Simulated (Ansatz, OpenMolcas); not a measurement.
## CH7BGe (SMILES C[BH][GeH3]): the energy, rung by rung

The species is CH7BGe (10 atoms), meant as a singlet with charge 0. As SMILES, `C[BH][GeH3]`. The shape is that of a PBE0-D4/def2-TZVP optimisation.

```xyz
10

C    -1.2113    0.8480   -0.5797
B    -0.0139   -0.1230   -0.7197
Ge    1.1113   -0.7846    0.8816
H    -1.9726    0.7485   -1.3570
H    -0.7473    1.8373   -0.7496
H    -1.6771    0.8987    0.4058
H     0.3260   -0.4817   -1.8130
H     0.9184   -2.3074    1.0483
H     0.7292   -0.1289    2.2240
H     2.6205   -0.5583    0.6621
```

Each level gives the energy change with the C1–H4 bond stretched from 1.093 to 1.639 Å (eV). The values are calculated.

```tsv
level	kind	program	value (eV)
HF/def2-SVP (restricted)	Hartree–Fock	Ansatz	2.25
SVWN5/def2-SVP (restricted)	LDA	OpenMolcas	1.84
M06-L/def2-SVP (restricted)	meta-GGA	OpenMolcas	2.01
r2SCAN0/def2-SVP (restricted)	hybrid meta-GGA	Ansatz	2.08
HSE06/def2-SVP (restricted)	range-separated hybrid	Ansatz	2.01
wB97M-V/def2-SVP (restricted)	range-separated hybrid	Ansatz	2.03
B2PLYP/def2-SVP (restricted)	double hybrid	OpenMolcas	2.01
CCSD/def2-SVP (restricted)	coupled cluster or CI	Ansatz	2.00
```

All-electron rows without a relativistic Hamiltonian named are non-relativistic. The first shape isn't each level's own minimum. The values span 1.84 to 2.25 eV. In the correlated wave-function rows the outer d shell of Ge is correlated, in sets not made for it.

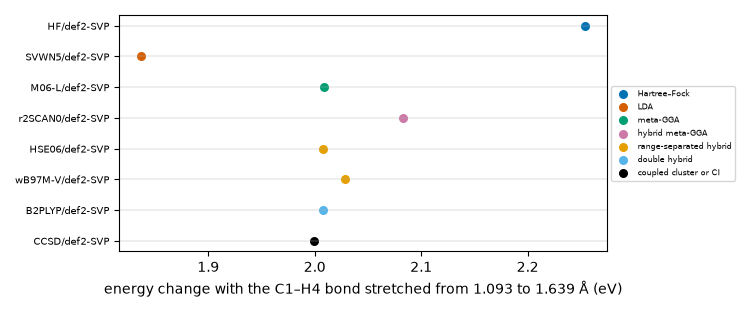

The values of the table, level by level.
